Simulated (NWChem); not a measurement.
# CdHClO (SMILES [OH][Cd][Cl]): levels of theory compared

Wanted: a comparison of 6 runs (HF/STO-3G, HF/def2-SVP, SVWN5/def2-SVPD, TPSSh/STO-3G, PBE0/def2-SVP, r2SCAN/def2-SVP) of CdHClO. 

The results are computed with NWChem 7.3.0.

### 1 The molecule

The species is CdHClO (4 atoms), meant as a singlet with charge 0. SMILES: `[OH][Cd][Cl]`. Geometry: relaxed at PBE0-D4/def2-TZVP.

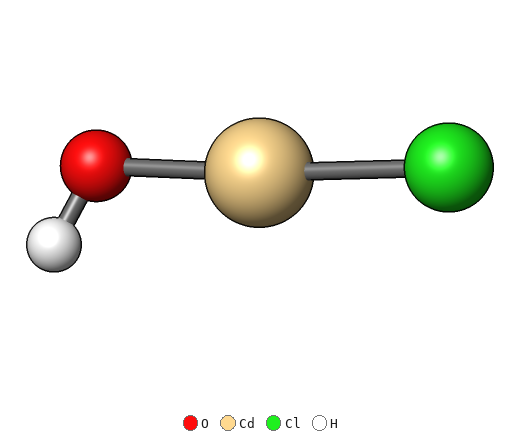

The structure, seen from a chosen angle (oxygen red, cadmium orange, chlorine green, hydrogen white).

### 2 Energy and gradient at HF/STO-3G (run 1)

run.py

```python
from ase import Atoms
from ase.calculators.nwchem import NWChem

molecule = Atoms(['O', 'Cd', 'Cl', 'H'], positions=[
    [-0.942700, 0.761800, -0.794900],
    [0.513700, -0.131900, 0.165500],
    [2.287000, -1.071400, 1.210400],
    [-1.802500, 0.381100, -0.601200],
])

calc = NWChem(
    label='calc',
    theory='scf',
    memory='2200 mb',
    basis='STO-3G',
    basispar='spherical bse',
    scf={'nopen': '0', 'rhf': None, 'thresh': '1e-08', 'maxiter': '80'},
)
molecule.calc = calc

forces = molecule.get_forces()
print("Total energy (eV):", round(molecule.get_potential_energy(), 6))
print("forces (eV/A):")
for s, f in zip(molecule.symbols, forces):
    print(f"{s:2s} {f[0]:10.5f} {f[1]:10.5f} {f[2]:10.5f}")
print("dipole (e A):", molecule.get_dipole_moment().round(4))
```

Launch:

```bash
$ export ASE_NWCHEM_COMMAND="nwchem PREFIX.nwi > PREFIX.nwo"
$ python run.py
```

What it wrote:

```text
Total energy (eV): -161654.858414
forces (eV/A):
O     3.85074   -0.01208    0.57053
Cd   -1.36577    0.66021   -0.75164
Cl   -0.91768    0.48434   -0.53921
H    -1.56729   -1.13247    0.72032
dipole (e A): [-0.5113  0.0534 -0.1191]
```

The calculator wrote calc.nwi:

```
title "calc"

permanent_dir calc

scratch_dir calc

start calc

geometry units angstrom nocenter noautosym noautoz
  O  -9.4269999999999998e-01 7.6180000000000003e-01 -7.9490000000000005e-01
  Cd 5.1370000000000005e-01 -1.3189999999999999e-01 1.6550000000000001e-01
  Cl 2.2869999999999999e+00 -1.0713999999999999e+00 1.2103999999999999e+00
  H  -1.8025000000000000e+00 3.8109999999999999e-01 -6.0119999999999996e-01
end

memory 2200 mb

basis spherical bse noprint
   * library STO-3G
end

scf
  nopen 0
  rhf
  thresh 1e-08
  maxiter 80
end

task scf gradient
```

calc.nwo (excerpt; [...] marks lines left out):

```text
[...]
      One-electron energy =  -8882.328393341015
[... 1 line left out ...]
 Nuclear repulsion energy =    328.082036261943
[... 50 lines left out ...]
                       ROHF Final Molecular Orbital Analysis
[... 175 lines left out ...]
     1   1 0 0     -0.966204      0.000000    102.408976
[...]
  wavefunction    =   RHF
                         RHF ENERGY GRADIENTS
    atom               coordinates                        gradient
                 x          y          z           x          y          z
   1 O      -1.781445   1.439593  -1.502143   -0.074885   0.000235  -0.011095
   2 Cd      0.970752  -0.249255   0.312750    0.026560  -0.012839   0.014617
   3 Cl      4.321803  -2.024652   2.287324    0.017846  -0.009419   0.010486
   4 H      -3.406231   0.720175  -1.136103    0.030479   0.022023  -0.014008
[...]
```

Run time: 17 s. Hardware: 1 thread of AMD EPYC, shared host; peak memory 0.096 GiB.

### 3 Energy and forces at HF/def2-SVP (core potential) (run 2)

run.py

```python
from ase import Atoms
from ase.calculators.nwchem import NWChem

mol = Atoms(['O', 'Cd', 'Cl', 'H'], positions=[
    [-0.942700, 0.761800, -0.794900],
    [0.513700, -0.131900, 0.165500],
    [2.287000, -1.071400, 1.210400],
    [-1.802500, 0.381100, -0.601200],
])

calc = NWChem(
    label='a',
    theory='scf',
    memory='2200 mb',
    basis='def2-SVP',
    basispar='spherical bse',
    scf={'nopen': '0', 'rhf': None, 'thresh': '1e-08', 'maxiter': '80'},
    **{'ecp bse': {'Cd library': 'def2-SVP'}},
)
mol.calc = calc

forces = mol.get_forces()
print(f"energy = {mol.get_potential_energy():.6f} eV")
print("forces (eV/A):")
for s, f in zip(mol.symbols, forces):
    print(f"{s:2s} {f[0]:10.5f} {f[1]:10.5f} {f[2]:10.5f}")
print("dipole (e A):", mol.get_dipole_moment().round(4))
```

Launch:

```bash
$ export ASE_NWCHEM_COMMAND="nwchem PREFIX.nwi > PREFIX.nwo"
$ python run.py
```

What it wrote:

```text
energy = -19091.864293 eV
forces (eV/A):
O    -1.06022   -0.41652    0.19453
Cd   -0.20168    0.25742   -0.24492
Cl    0.58009   -0.33769    0.36720
H     0.68181    0.49679   -0.31681
dipole (e A): [-0.3798 -0.1243  0.0489]
```

The calculator wrote a.nwi:

```
title "a"

permanent_dir a

scratch_dir a

start a

geometry units angstrom nocenter noautosym noautoz
  O  -9.4269999999999998e-01 7.6180000000000003e-01 -7.9490000000000005e-01
  Cd 5.1370000000000005e-01 -1.3189999999999999e-01 1.6550000000000001e-01
  Cl 2.2869999999999999e+00 -1.0713999999999999e+00 1.2103999999999999e+00
  H  -1.8025000000000000e+00 3.8109999999999999e-01 -6.0119999999999996e-01
end

memory 2200 mb

basis spherical bse noprint
   * library def2-SVP
end

scf
  nopen 0
  rhf
  thresh 1e-08
  maxiter 80
end
ecp bse
  Cd library def2-SVP
end

task scf gradient
```

a.nwo (excerpt; [...] marks lines left out):

```text
[...]
      One-electron energy =  -1337.030168580262
[... 1 line left out ...]
 Nuclear repulsion energy =    150.335931020711
[... 41 lines left out ...]
                       ROHF Final Molecular Orbital Analysis
[... 216 lines left out ...]
     1   1 0 0     -0.717636      0.000000     75.227913
[...]
  wavefunction    =   RHF
                         RHF ENERGY GRADIENTS
    atom               coordinates                        gradient
                 x          y          z           x          y          z
   1 O      -1.781445   1.439593  -1.502143    0.020618   0.008100  -0.003783
   2 Cd      0.970752  -0.249255   0.312750    0.003922  -0.005006   0.004763
   3 Cl      4.321803  -2.024652   2.287324   -0.011281   0.006567  -0.007141
   4 H      -3.406231   0.720175  -1.136103   -0.013259  -0.009661   0.006161
[...]
```

Wall time 29 s (1 thread of AMD EPYC, shared host); peak memory 0.1 GiB.

Runs 3 to 4 aren't shown in full; the table further down has their settings and results.

### 4 Energy and forces at PBE0/def2-SVP (core potential) (run 5)

work.nw

```
start work
title "CdClHO gradient"
memory 2200 mb
geometry units angstroms noautosym nocenter noautoz
O    -0.942700    0.761800   -0.794900
Cd    0.513700   -0.131900    0.165500
Cl    2.287000   -1.071400    1.210400
H    -1.802500    0.381100   -0.601200
end
basis spherical bse
* library def2-SVP
end
ecp bse
Cd library def2-SVP
end
dft
xc pbe0
grid xfine
convergence energy 1e-08
maxiter 100
mulliken
end
task dft gradient
```

Launch:

```bash
$ nwchem work.nw > work.out
```

What it wrote:

```text
[...]
          Wavefunction type:  closed shell.
          No. of atoms     :     4
          No. of electrons :    46
[...]
          Charge           :     0
          Spin multiplicity:     1
[...]
          AO basis - number of functions:    68
[...]
              XC Information
              --------------
                         PBE0 Method XC Functional
                     Hartree-Fock (Exact) Exchange  0.250
          PerdewBurkeErnzerhof Exchange Functional  0.750
            Perdew 1991 LDA Correlation Functional  1.000 local
           PerdewBurkeErnz. Correlation Functional  1.000 non-local
[...]
 d= 0,ls=0.0,diis     1   -703.2576425332 -8.54D+02  2.74D-02  7.64D-01     4.0
[...]
 d= 0,ls=0.0,diis    10   -703.3536723195 -6.11D-09  7.47D-07  2.24D-09    30.4
         Total DFT energy =     -703.353672319502
      One electron energy =    -1336.720171132320
           Coulomb energy =      535.514572291759
    Exchange-Corr. energy =      -52.484004499652
 Nuclear repulsion energy =      150.335931020711
[...]
      Total Density - Mulliken Population Analysis
     ---------------------------------------------
    Atom       Charge   Shell Charges
 -----------   ------   -------------------------------------------------------
    1 O    8     8.51   1.99  1.07  0.72  2.80  1.92  0.01
    2 Cd  20    19.36  -0.38  1.68  0.70  0.74  0.09  5.98  0.33  0.20  9.05  0.98  0.00
    3 Cl  17    17.32   2.00  1.99  1.25  0.71  5.93  2.11  3.31  0.01
    4 H    1     0.82   0.69  0.06  0.07
[...]
  wavefunction    = closed shell
                         DFT ENERGY GRADIENTS
    atom               coordinates                        gradient
                 x          y          z           x          y          z
   1 O      -1.781445   1.439593  -1.502143   -0.003505  -0.002356   0.001463
   2 Cd      0.970752  -0.249255   0.312750    0.003504  -0.001487   0.001755
   3 Cl      4.321803  -2.024652   2.287324   -0.003229   0.001718  -0.001909
   4 H      -3.406231   0.720175  -1.136103    0.003230   0.002124  -0.001309
[...]
```

Wall time 40 s (1 thread of AMD EPYC, shared host); peak memory 0.13 GiB.

### 5 Energy and gradient at r2SCAN/def2-SVP (core potential) (run 6)

struct.nw

```
START struct
TITLE "CdClHO gradient"
memory stack 880 mb heap 220 mb global 1100 mb
charge 0

GEOMETRY noautosym nocenter noautoz
  O    -0.942700    0.761800   -0.794900
  Cd    0.513700   -0.131900    0.165500
  Cl    2.287000   -1.071400    1.210400
  H    -1.802500    0.381100   -0.601200
END

BASIS spherical bse
  * library def2-SVP
END

ECP bse
  Cd library def2-SVP
END

DFT
  xc r2scan
  grid xfine
  convergence energy 1e-08
  iterations 100
  mulliken
END

TASK dft gradient
```

Launch:

```bash
$ nwchem struct.nw > struct.out
```

What it wrote:

```text
[...]
          Wavefunction type:  closed shell.
          No. of atoms     :     4
          No. of electrons :    46
[...]
          Charge           :     0
          Spin multiplicity:     1
[...]
          AO basis - number of functions:    68
[...]
              XC Information
              --------------
                      r^2SCAN Method XC Functional
               r^2SCAN metaGGA Exchange Functional  1.000
                     r^2SCAN Correlation Potential  1.000
[...]
 d= 0,ls=0.0,diis     1   -703.4843923215 -8.54D+02  3.71D-02  7.92D-01     5.6
[...]
 d= 0,ls=0.0,diis    11   -703.5851773868 -1.79D-09  3.84D-07  6.99D-10    46.2
         Total DFT energy =     -703.585177386775
      One electron energy =    -1336.663555496008
           Coulomb energy =      535.449053917103
    Exchange-Corr. energy =      -52.706606828582
 Nuclear repulsion energy =      150.335931020711
[...]
      Total Density - Mulliken Population Analysis
     ---------------------------------------------
    Atom       Charge   Shell Charges
 -----------   ------   -------------------------------------------------------
    1 O    8     8.50   1.99  1.08  0.72  2.80  1.90  0.01
    2 Cd  20    19.37  -0.38  1.69  0.70  0.77  0.08  5.98  0.31  0.20  9.04  0.98  0.00
    3 Cl  17    17.32   2.00  1.99  1.24  0.73  5.93  2.11  3.31  0.01
    4 H    1     0.81   0.68  0.06  0.07
[...]
  wavefunction    = closed shell
                         DFT ENERGY GRADIENTS
    atom               coordinates                        gradient
                 x          y          z           x          y          z
   1 O      -1.781445   1.439593  -1.502143   -0.006705  -0.004549   0.002834
   2 Cd      0.970752  -0.249255   0.312750    0.004212  -0.001132   0.001561
   3 Cl      4.321803  -2.024652   2.287324   -0.003499   0.001688  -0.001923
   4 H      -3.406231   0.720175  -1.136103    0.005993   0.003993  -0.002472
[...]
```

It took 60 s on 1 thread of AMD EPYC, shared host; peak memory 0.13 GiB.

### 6 Overview of the runs

| run | level | core potential | iteration cap | energy (Eh) | dipole moment (D) | HOMO energy (eV) | LUMO energy (eV) | wall time |
| --- | --- | --- | --- | --- | --- | --- | --- | --- |
| 1 | HF/STO-3G | – | 80 | -5940.706521 | 2.53 | -8.36 | 7.67 | 17 s |
| 2 | HF/def2-SVP (core potential) | def2-SVP | 80 | -701.613078 | 1.93 | -11.72 | 1.25 | 29 s |
| 3 | SVWN5/def2-SVPD (core potential) | def2-SVPD | 100 | -701.311254 | – | – | – | 46 s |
| 4 | TPSSh/STO-3G | – | 100 | -5943.453040 | 2.93 | – | – | 23 s |
| 5 | PBE0/def2-SVP (core potential) | def2-SVP | 100 | -703.353672 | 1.86 | -8.00 | -1.60 | 40 s |
| 6 | r2SCAN/def2-SVP (core potential) | def2-SVP | 100 | -703.585177 | 1.91 | -6.75 | -2.25 | 60 s |

### 7 Results

```
                       quantity          value
            run 6: total energy  -703.58518 Eh
           run 6: dipole moment         1.91 D
             run 6: HOMO energy       -6.75 eV
             run 6: LUMO energy       -2.25 eV
           run 6: HOMO–LUMO gap        4.50 eV
run 6: largest force on an atom     0.441 eV/Å
```

What this shows: Over runs 1, 2, 4, 5, 6 the dipole moment (its size) runs from 1.86 D (PBE0/def2-SVP) to 2.93 D (TPSSh/STO-3G). The two ends differ in method and basis and core potential. Over runs 1, 2, 5, 6 the HOMO–LUMO gap runs from 4.50 eV (r2SCAN/def2-SVP) to 16.03 eV (HF/STO-3G). Totals of different functionals can't be ranked against each other. Some runs of one species differ in core potentials or relativity; totals across that change don't compare. In runs 1, 4 the basis is minimal, so the values are rough. In runs 1, 4 relativity is left out where basis or elements ask for it. All runs together took 3.6 min, the longest 60 s.
